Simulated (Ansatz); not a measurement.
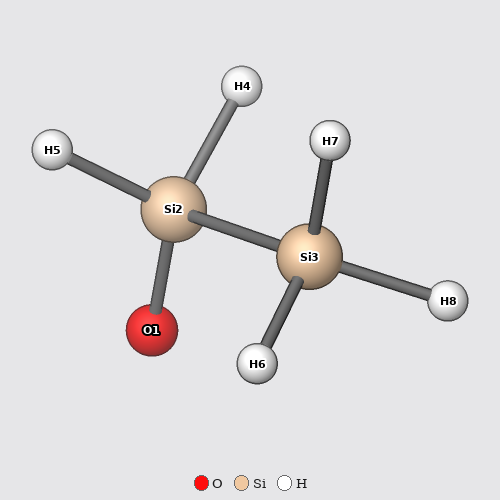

The system is H5OSi2, SMILES [O-][SiH2][SiH3], charge −1; the picture shows the reference structure. First axis: bond length Si2–H5. Second axis: angle H4–Si2–H5. Nothing is relaxed (all other coordinates rigid). The scan uses an 11 × 11 grid. Points are written as (first, second). Energies: kJ/mol, counted from the lowest grid point. All numbers below come from RKS CAM-B3LYP-D4/def2-SVPD (Ansatz 0.2.0).

Its coordinates:

```xyz
8

O    -2.1740    1.0880   -0.2303
Si   -0.7518    0.6666   -0.7829
Si    0.5870   -0.5793    0.7533
H    -0.7027   -0.2350   -2.0113
H     0.2158    1.7757   -1.1803
H     0.9089    0.1424    2.0327
H     1.9381   -0.9802    0.2138
H    -0.0213   -1.8782    1.2049
```

Range: bond length Si2–H5 from 1.342 to 1.906 Å; angle H4–Si2–H5 from 56.5 to 146.5°.

**What will the energy surface look like?**

The lowest grid point is at (1.511 Å, 101.5°). No other kind of well shows on this grid. The highest grid point, (1.342 Å, 56.5°), lies 211 kJ/mol above the lowest. Round the minimum the two coordinates are weakly coupled (coupling 0.07 in units of the two stiffnesses).

```
angle H4–Si2–H5 ↓, bond length Si2–H5 →  1.342  1.398  1.454  1.511  1.567  1.624  1.680  1.737  1.793  1.849  1.906
                                  146.5    163    146    137    134    136    141    149    159    170    182    195
                                  137.5    116     99     90     87     89     95    103    113    124    136    150
                                  128.5     79     62     53     50     52     57     66     76     87     99    112
                                  119.5     52     35     26     23     24     30     38     48     59     71     84
                                  110.5     36     19      9      6      7     12     20     30     41     53     66
                                  101.5     31     14      4      0      1      6     13     22     33     44     57
                                   92.5     39     21     11      6      7     11     18     26     36     47     59
                                   83.5     60     42     30     25     25     28     34     42     51     61     72
                                   74.5     96     76     64     58     57     59     64     70     78     87     97
                                   65.5    146    125    112    105    102    103    106    112    118    125    134
                                   56.5    211    189    174    166    161    160    162    165    169    174    180
```

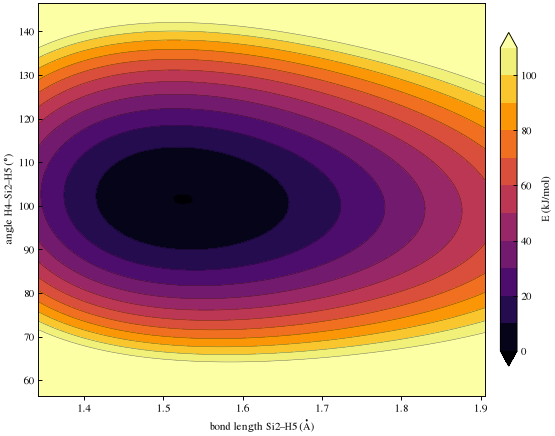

In the figure: filled contours, one colour for all values above the top of the scale. Between grid points the surface is interpolated.

The whole map (121 points run) took 8.6 min on 1 thread of Arm Neoverse V2, with other jobs on the host.
